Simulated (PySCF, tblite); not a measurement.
# C₃H₈O₃S₂: dynamics, then NMR shifts on frames

How do NMR shifts of C₃H₈O₃S₂ (`CSCCS(=O)(=O)O`) change as the atoms move?

Programs: tblite 0.8.0 and PySCF 2.14.0, with density-fitted response routines of our own. Each step states its level of theory. These are calculated values for one molecule in the gas phase, unless marked as measured. Atoms count from 0, in the outputs and in this text.

### 1 The molecule as given

16 atoms, charge 0, multiplicity 1; geometry from: GFN2-xTB.

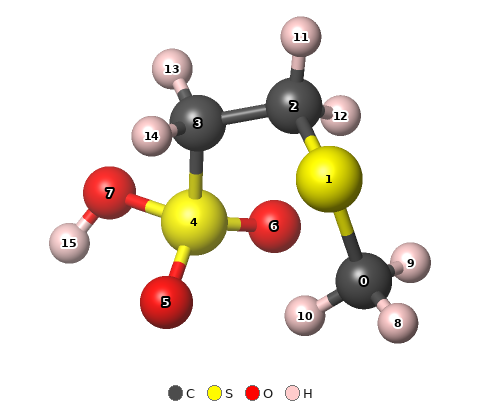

As it starts; carbon dark grey, sulfur yellow, oxygen red, hydrogen pink, atoms numbered; sticks join atoms by distance.

### 2 Thermal motion with GFN2-xTB

Job settings and geometry (Å):

```
{"job": {"kind": "md", "xc": "GFN2-xTB", "basis": "xTB", "temperature": 200, "steps": 2000, "every": 50, "frames": 5}, "charge": 0, "multiplicity": 1}
C      1.931191    -0.522977     0.960281
S      1.933070     1.191796     0.377665
C      0.734585     1.127456    -0.993797
C     -0.698696     1.250427    -0.533082
S     -1.272622    -0.332511     0.115034
O     -1.219919    -0.403979     1.544248
O     -0.704067    -1.405133    -0.634524
O     -2.837354    -0.190406    -0.270327
H      2.763216    -0.605498     1.652840
H      2.079131    -1.187990     0.115219
H      0.996508    -0.744455     1.463972
H      1.003146     1.960296    -1.644786
H      0.871058     0.186718    -1.527053
H     -1.374208     1.456979    -1.357827
H     -0.824475     1.977793     0.262738
H     -3.388161    -0.482088     0.457990
```

Method: GFN2-xTB Langevin dynamics, gas phase.

Launch:

```sh
> OMP_NUM_THREADS=1 python probes_run.py task.json out
```

One launch serves the whole session: the jobs run in the order shown.

The log of the run:

```text
t/fs     T/K      E/eV
    0.0   162.6   -794.33456
   25.0    88.7   -794.12180
   50.0   117.2   -794.15044
   75.0   147.8   -794.17326
  100.0   169.7   -794.09978
  125.0   186.6   -794.09322
  150.0   168.6   -794.10364
  175.0   112.1   -794.01737
  200.0   141.3   -794.06867
  225.0   178.0   -794.01061
  250.0   233.1   -794.01988
  275.0   229.0   -793.91668
  300.0   288.7   -793.97487
  325.0   215.6   -793.84722
  350.0   256.9   -793.84565
  375.0   216.0   -793.86212
  400.0   240.2   -794.05905
  425.0   152.0   -793.94243
  450.0   186.8   -793.90829
  475.0   189.2   -793.97619
  500.0   228.2   -794.07623
  525.0   136.0   -793.93984
  550.0   204.0   -794.01328
  575.0   207.3   -794.09896
  600.0   175.3   -793.91863
  625.0   198.0   -794.06191
  650.0   173.9   -794.00047
  675.0   161.8   -794.02740
  700.0   222.4   -794.02353
  725.0   196.6   -793.96876
  750.0   172.3   -793.89317
  775.0   187.1   -793.88921
  800.0   209.9   -793.89989
  825.0   215.2   -794.02395
  850.0   188.6   -794.09876
  875.0   160.8   -793.86985
  900.0   274.3   -794.04125
  925.0   265.4   -793.94075
  950.0   194.2   -793.85799
  975.0   285.4   -793.97047
 1000.0   248.3   -793.98830
```

Wall time 14 s (1 thread of Arm Neoverse V1, shared host); peak memory 0.18 GiB.

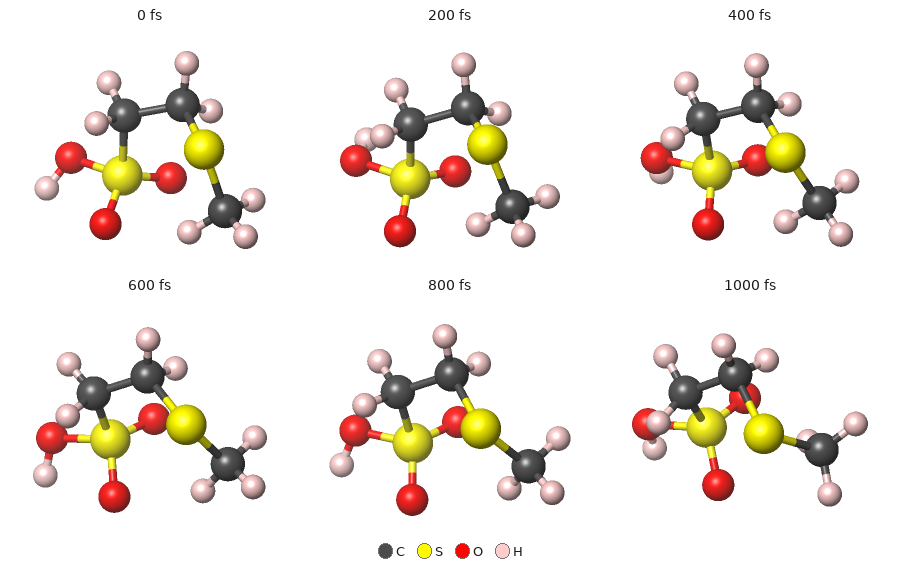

Frames of the run.

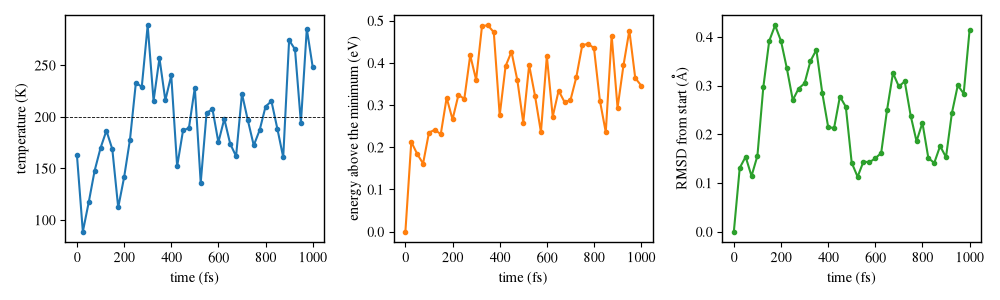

Temperature, potential energy and distance from the start.

Positions (Å) and forces (eV/Å) at 1000 fs:

```xyz
16

C     1.864   -0.250    1.093   -1.154   -0.626    0.362
S     1.250    1.307    1.799   -0.092   -0.078   -0.424
C     0.114    1.818    0.412    0.401    1.071    2.181
C    -1.296    1.542    0.797   -1.422   -0.840   -1.435
S    -1.663   -0.229    0.535   -0.328   -0.081    1.976
O    -1.273   -1.043    1.664   -0.214    0.457   -0.604
O    -1.306   -0.708   -0.743    0.657   -0.134   -1.155
O    -3.298   -0.137    0.552    0.442   -0.330    0.126
H     2.117   -0.907    1.942    0.049    0.363   -0.608
H     2.670   -0.058    0.421    0.677    0.084   -0.125
H     1.030   -0.696    0.517    0.379    0.062    0.480
H     0.284    2.897    0.343   -0.026   -0.116   -0.284
H     0.422    1.289   -0.436    0.277   -0.543   -1.271
H    -1.999    1.933    0.007    0.496    0.039    1.171
H    -1.586    1.686    1.837    0.115    0.376   -0.403
H    -3.554   -1.066    0.584   -0.256    0.295    0.013
```

### 3 Nuclear shieldings: 250 fs, PBE0/pcSseg-1

Job settings and geometry (Å):

```
{"job": {"kind": "nmr", "xc": "PBE0", "basis": "pcSseg-1", "pop": false}, "charge": 0, "multiplicity": 1}
C      1.793000    -0.451200     1.049600
S      1.607500     1.275800     0.566400
C      0.440600     1.123300    -0.772900
C     -1.035100     1.138600    -0.295200
S     -1.580200    -0.489200     0.182000
O     -1.396200    -0.773800     1.593000
O     -1.106600    -1.483000    -0.776400
O     -3.186600    -0.381500    -0.108500
H      2.597000    -0.488400     1.812400
H      2.161200    -1.044400     0.180400
H      0.856700    -0.813900     1.450200
H      0.557600     2.028300    -1.354800
H      0.655800     0.287300    -1.379200
H     -1.677700     1.382200    -1.130700
H     -1.102500     1.838500     0.570700
H     -3.637700    -1.190900    -0.510000
```

Method: GIAO PBE0/pcSseg-1 NMR shielding, non-relativistic, gas phase.

The log of the run:

```text
coarse grid: 14728 points
cycle   1  E = -1140.0296364001  dE =  1.688e+00  |g| = 1.229e+00  |ddm| = 3.815e+00
cycle   2  E = -1139.4305970514  dE =  5.990e-01  |g| = 2.196e+00  |ddm| = 2.568e+00
cycle   3  E = -1140.2899555944  dE = -8.594e-01  |g| = 2.694e-01  |ddm| = 1.832e+00
cycle   4  E = -1140.3024306360  dE = -1.248e-02  |g| = 1.063e-01  |ddm| = 2.564e-01
cycle   5  E = -1140.3042236709  dE = -1.793e-03  |g| = 2.978e-02  |ddm| = 7.956e-02
cycle   6  E = -1140.3044027036  dE = -1.790e-04  |g| = 8.870e-03  |ddm| = 2.920e-02
cycle   7  E = -1140.3044164083  dE = -1.370e-05  |g| = 3.474e-03  |ddm| = 8.882e-03
cycle   8  E = -1140.3044184496  dE = -2.041e-06  |g| = 8.829e-04  |ddm| = 2.898e-03
final grid: 133720 points
cycle   9  E = -1140.3876850747  dE = -2.954e-05  |g| = 1.260e-02  |ddm| = 2.930e-02
cycle  10  E = -1140.3876491454  dE =  3.593e-05  |g| = 1.806e-02  |ddm| = 2.363e-02
cycle  11  E = -1140.3877172285  dE = -6.808e-05  |g| = 2.209e-03  |ddm| = 1.499e-02
cycle  12  E = -1140.3877181222  dE = -8.937e-07  |g| = 4.652e-04  |ddm| = 1.869e-03
cycle  13  E = -1140.3877181584  dE = -3.623e-08  |g| = 1.860e-04  |ddm| = 4.901e-04
cycle  14  E = -1140.3877181645  dE = -6.130e-09  |g| = 5.341e-05  |ddm| = 1.655e-04
cycle  15  E = -1140.3877181650  dE = -5.152e-10  |g| = 2.032e-05  |ddm| = 5.434e-05
converged SCF energy = -1140.3877181650

GIAO shielding tensors (ppm)
atom      isotropic    diamagn.    paramagn.     s11        s22        s33       span
  0 C      163.875     251.951     -88.076    144.243    166.103    181.279     37.036
  1 S      537.277    1056.732    -519.456    407.222    464.574    740.034    332.812
  2 C      154.451     250.744     -96.294    142.795    150.766    169.791     26.996
  3 C      117.992     257.611    -139.619    101.165    112.483    140.328     39.163
  4 S      146.094    1050.108    -904.014     -7.919    145.801    300.399    308.318
  5 O       54.780     400.270    -345.490      1.213     63.897     99.229     98.016
  6 O       79.628     403.603    -323.974     36.422     61.520    140.943    104.521
  7 O      114.422     389.818    -275.397     15.198     56.949    271.118    255.919
  8 H       29.348      28.564       0.784     24.415     26.065     37.563     13.148
  9 H       28.914      30.508      -1.594     25.229     26.080     35.434     10.206
 10 H       27.869      32.040      -4.172     20.441     28.139     35.026     14.585
 11 H       29.275      30.739      -1.464     22.343     28.456     37.025     14.682
 12 H       29.436      33.250      -3.814     25.134     28.998     34.177      9.043
 13 H       28.096      30.333      -2.237     23.355     28.367     32.566      9.211
 14 H       27.384      29.673      -2.289     24.090     27.436     30.625      6.535
 15 H       25.129      26.284      -1.155     19.858     20.640     34.890     15.032
```

Wall time 34 s (1 thread of Arm Neoverse V1, shared host); peak memory 1 GiB.

The references, computed at this level on geometries of the same kind, shield at (ppm): ¹H TMS 31.72, ¹³C TMS 186.9, ¹⁷O H2O 336.1, ³³S CS2 504. Their shielding less the atom's gives the shift. The references are single molecules in the gas phase, so shifts against H2O, NH3, PH3, H3PO4 or CFCl3 are not on the usual liquid scales and can be off by tens of ppm. Each atom is listed at this fixed geometry, with no averaging over motion; a spectrum would average atoms that exchange fast.

```
atoms                              environment  σ (ppm)  δ (ppm)
   C3                      sp3 CH2 bonded to S    118.0     68.9
   C2                      sp3 CH2 bonded to S    154.5     32.5
   C0                methyl carbon bonded to S    163.9     23.1
  H15        hydrogen on an oxygen bonded to S    25.13     6.59
  H14       hydrogen on an sp3 CH2 bonded to S    27.38     4.33
  H10  hydrogen on a methyl carbon bonded to S    27.87     3.85
  H13       hydrogen on an sp3 CH2 bonded to S    28.10     3.62
   H9  hydrogen on a methyl carbon bonded to S    28.91     2.80
  H11       hydrogen on an sp3 CH2 bonded to S    29.27     2.44
   H8  hydrogen on a methyl carbon bonded to S    29.35     2.37
  H12       hydrogen on an sp3 CH2 bonded to S    29.44     2.28
   S4                          sulfonyl sulfur      146      358
   S1                           sulfide sulfur      537      -34
   O5                               S=O oxygen     54.8    281.3
   O6                               S=O oxygen     79.6    256.5
   O7                    oxygen bonded to S, H    114.4    221.7
```

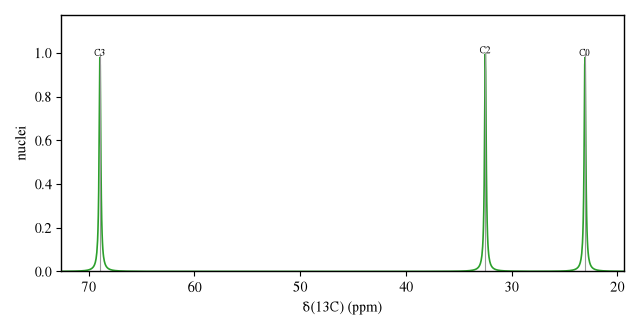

¹³C lines at the computed shifts, without couplings. Lines are broadened to a width of 0.18 ppm (Lorentzian).

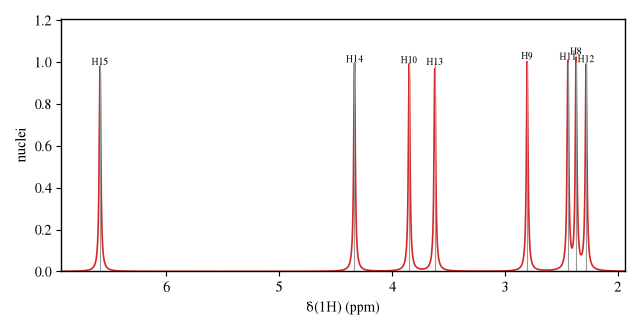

¹H lines at the computed shifts, without couplings. Lines are broadened to a width of 0.02 ppm (Lorentzian).

The fields below are evaluated on a grid from the run's orbitals.

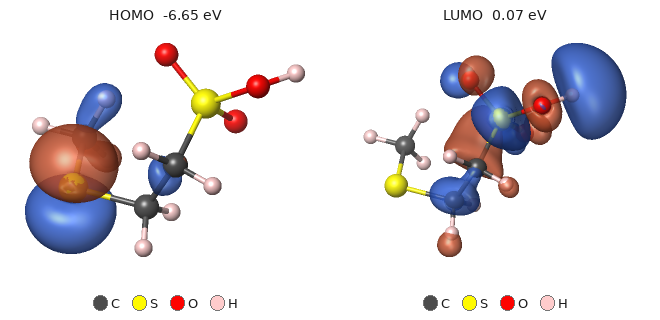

Frontier orbitals at PBE0/pcSseg-1; each surface holds 70 % of the orbital's density, blue and red mark the sign.

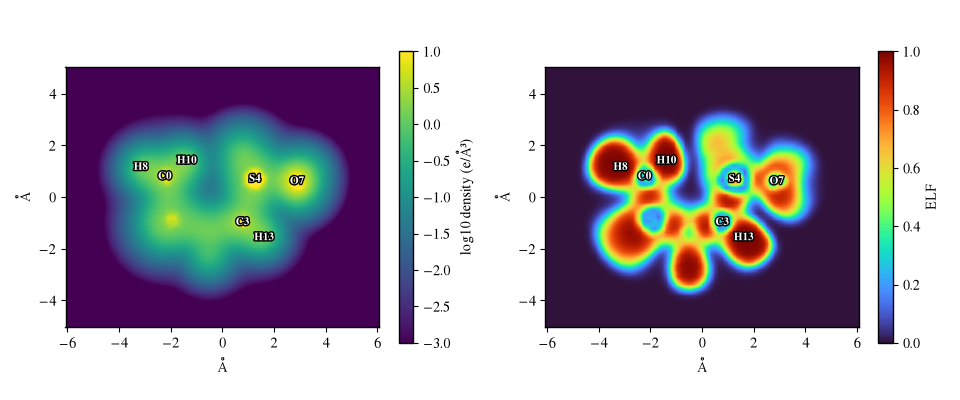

Density (left) and ELF (right) in a plane through or near 7 of the atoms.

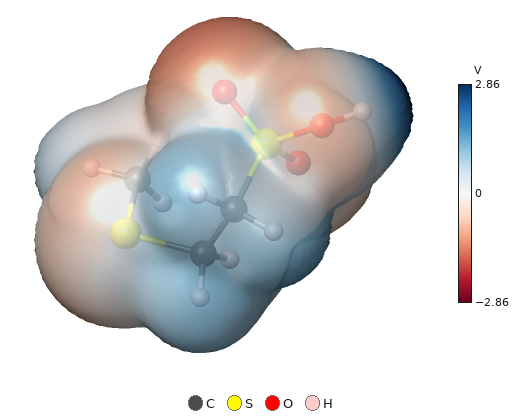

Electrostatic potential on the surface of density 0.002 e/bohr³; red is low, blue high. It runs, from the 1st to the 99th percentile, from -1.42 V near O5 to 2.86 V near H15.

### 4 Nuclear shieldings: 425 fs, PBE0/pcSseg-1

Job settings and geometry (Å):

```
{"job": {"kind": "nmr", "xc": "PBE0", "basis": "pcSseg-1", "pop": false}, "charge": 0, "multiplicity": 1}
C      1.522900    -0.777800     1.055200
S      1.312500     1.021100     1.005600
C     -0.025500     1.279500    -0.270600
C     -1.419600     1.111500     0.201600
S     -1.919800    -0.587200     0.408000
O     -1.644900    -1.018900     1.765200
O     -1.402900    -1.412900    -0.633700
O     -3.447800    -0.422200     0.165300
H      2.503600    -1.034700     1.516100
H      1.491000    -1.169400     0.039700
H      0.732500    -1.220800     1.719300
H      0.139500     2.283200    -0.639200
H      0.189300     0.524100    -1.083400
H     -2.128300     1.416000    -0.491900
H     -1.703500     1.509600     1.243000
H     -3.904900    -1.276500     0.075700
```

Method: GIAO PBE0/pcSseg-1 NMR shielding, non-relativistic, gas phase.

The log of the run:

```text
coarse grid: 14728 points
cycle   1  E = -1140.0333922605  dE =  1.840e+00  |g| = 1.215e+00  |ddm| = 3.831e+00
cycle   2  E = -1139.5381183068  dE =  4.953e-01  |g| = 2.061e+00  |ddm| = 2.508e+00
cycle   3  E = -1140.2846857019  dE = -7.466e-01  |g| = 2.648e-01  |ddm| = 1.760e+00
cycle   4  E = -1140.2969529305  dE = -1.227e-02  |g| = 8.820e-02  |ddm| = 2.405e-01
cycle   5  E = -1140.2981487711  dE = -1.196e-03  |g| = 2.692e-02  |ddm| = 6.948e-02
cycle   6  E = -1140.2982868696  dE = -1.381e-04  |g| = 8.978e-03  |ddm| = 2.692e-02
cycle   7  E = -1140.2983007463  dE = -1.388e-05  |g| = 2.792e-03  |ddm| = 8.370e-03
cycle   8  E = -1140.2983020836  dE = -1.337e-06  |g| = 6.115e-04  |ddm| = 2.317e-03
final grid: 133720 points
cycle   9  E = -1140.3807434410  dE = -3.160e-05  |g| = 1.155e-02  |ddm| = 2.721e-02
cycle  10  E = -1140.3807149757  dE =  2.847e-05  |g| = 1.615e-02  |ddm| = 2.186e-02
cycle  11  E = -1140.3807711875  dE = -5.621e-05  |g| = 1.766e-03  |ddm| = 1.376e-02
cycle  12  E = -1140.3807717783  dE = -5.908e-07  |g| = 4.090e-04  |ddm| = 1.644e-03
cycle  13  E = -1140.3807718062  dE = -2.789e-08  |g| = 1.540e-04  |ddm| = 4.092e-04
cycle  14  E = -1140.3807718103  dE = -4.139e-09  |g| = 4.455e-05  |ddm| = 1.427e-04
cycle  15  E = -1140.3807718107  dE = -3.602e-10  |g| = 1.751e-05  |ddm| = 4.498e-05
converged SCF energy = -1140.3807718107

GIAO shielding tensors (ppm)
atom      isotropic    diamagn.    paramagn.     s11        s22        s33       span
  0 C      161.239     252.985     -91.746    140.140    161.489    182.089     41.949
  1 S      501.995    1056.528    -554.533    362.178    413.323    730.486    368.308
  2 C      151.267     251.287    -100.019    137.444    145.307    171.051     33.608
  3 C      127.746     256.286    -128.540    111.737    119.447    152.054     40.317
  4 S      180.777    1052.420    -871.644     35.017    163.394    343.919    308.902
  5 O       77.233     401.172    -323.939     36.452     79.151    116.096     79.644
  6 O      117.197     405.589    -288.392     84.097     89.979    177.513     93.416
  7 O      153.610     389.393    -235.783     77.380    115.667    267.783    190.404
  8 H       29.127      28.817       0.310     24.157     25.979     37.245     13.088
  9 H       29.422      32.569      -3.148     25.503     27.708     35.054      9.551
 10 H       27.055      31.275      -4.220     20.809     27.490     32.867     12.058
 11 H       28.928      30.859      -1.931     22.058     28.029     36.696     14.638
 12 H       27.714      31.792      -4.077     23.456     27.559     32.129      8.673
 13 H       29.633      31.404      -1.771     24.519     30.295     34.085      9.566
 14 H       27.000      28.010      -1.010     24.092     26.452     30.455      6.363
 15 H       26.749      26.342       0.407     21.322     21.607     37.317     15.995
```

It took 26 s on 1 thread of Arm Neoverse V1, shared host; peak memory 0.92 GiB.

This run: δ C3 59.2, C2 35.7, C0 25.7, S4 323, H15 4.97, H14 4.72 ppm.

### 5 Nuclear shieldings: 625 fs, PBE0/pcSseg-1

Job settings and geometry (Å):

```
{"job": {"kind": "nmr", "xc": "PBE0", "basis": "pcSseg-1", "pop": false}, "charge": 0, "multiplicity": 1}
C      1.706300    -0.757400     0.791100
S      1.328800     0.996500     0.993700
C      0.035300     1.264600    -0.250100
C     -1.372000     1.154400     0.257600
S     -1.875100    -0.582600     0.358400
O     -1.415400    -1.074300     1.628900
O     -1.404600    -1.241500    -0.792700
O     -3.470500    -0.381100     0.402300
H      2.697400    -0.897700     1.265000
H      1.754900    -1.087800    -0.249500
H      0.922600    -1.339000     1.231300
H      0.290200     2.275200    -0.628500
H      0.160300     0.579900    -1.119600
H     -2.120000     1.550500    -0.394100
H     -1.511800     1.604200     1.227700
H     -3.834600    -0.976400     1.100000
```

With the program's defaults for keys left out, this is: GIAO PBE0/pcSseg-1 NMR shielding, non-relativistic, gas phase.

The log of the run:

```text
coarse grid: 14728 points
cycle   1  E = -1140.0455210442  dE =  1.848e+00  |g| = 1.203e+00  |ddm| = 3.851e+00
cycle   2  E = -1139.5887103308  dE =  4.568e-01  |g| = 2.010e+00  |ddm| = 2.341e+00
cycle   3  E = -1140.2928903740  dE = -7.042e-01  |g| = 2.394e-01  |ddm| = 1.610e+00
cycle   4  E = -1140.3027788293  dE = -9.888e-03  |g| = 8.897e-02  |ddm| = 2.240e-01
cycle   5  E = -1140.3040331583  dE = -1.254e-03  |g| = 2.334e-02  |ddm| = 6.514e-02
cycle   6  E = -1140.3041476508  dE = -1.145e-04  |g| = 5.728e-03  |ddm| = 2.304e-02
cycle   7  E = -1140.3041540484  dE = -6.398e-06  |g| = 2.232e-03  |ddm| = 6.729e-03
final grid: 133720 points
cycle   8  E = -1140.3866328906  dE = -2.628e-05  |g| = 1.350e-02  |ddm| = 3.024e-02
cycle   9  E = -1140.3865889949  dE =  4.390e-05  |g| = 1.977e-02  |ddm| = 2.579e-02
cycle  10  E = -1140.3866697672  dE = -8.077e-05  |g| = 2.426e-03  |ddm| = 1.629e-02
cycle  11  E = -1140.3866708292  dE = -1.062e-06  |g| = 4.517e-04  |ddm| = 1.991e-03
cycle  12  E = -1140.3866708663  dE = -3.705e-08  |g| = 1.697e-04  |ddm| = 4.980e-04
cycle  13  E = -1140.3866708716  dE = -5.342e-09  |g| = 4.845e-05  |ddm| = 1.535e-04
cycle  14  E = -1140.3866708720  dE = -4.322e-10  |g| = 1.610e-05  |ddm| = 4.745e-05
converged SCF energy = -1140.3866708720

GIAO shielding tensors (ppm)
atom      isotropic    diamagn.    paramagn.     s11        s22        s33       span
  0 C      163.331     252.759     -89.427    138.130    164.255    187.608     49.479
  1 S      546.773    1057.435    -510.662    409.356    474.209    756.755    347.400
  2 C      152.667     251.363     -98.695    132.322    153.033    172.647     40.324
  3 C      127.158     256.187    -129.028    105.941    123.222    152.312     46.372
  4 S      188.017    1053.692    -865.675     49.105    163.614    351.333    302.228
  5 O       89.589     402.168    -312.579     46.633     96.954    125.179     78.546
  6 O      105.592     403.761    -298.169     74.285     82.038    160.454     86.169
  7 O      124.380     390.684    -266.304     37.677     59.876    275.587    237.909
  8 H       29.321      29.083       0.238     23.835     26.072     38.056     14.221
  9 H       29.867      32.083      -2.216     26.216     27.663     35.722      9.505
 10 H       28.432      32.732      -4.301     22.028     29.234     34.033     12.005
 11 H       27.978      30.360      -2.381     20.434     27.596     35.905     15.471
 12 H       28.393      32.414      -4.021     24.342     28.237     32.599      8.257
 13 H       29.156      30.837      -1.681     24.694     29.190     33.585      8.892
 14 H       28.851      31.155      -2.304     25.500     28.406     32.646      7.146
 15 H       26.190      25.849       0.340     21.360     21.748     35.462     14.102
```

Wall time 25 s (1 thread of Arm Neoverse V1, shared host); peak memory 0.92 GiB.

In short: δ C3 59.8, C2 34.3, C0 23.6, S4 316, H15 5.53, H11 3.74 ppm.

[end of part 1 of 2]
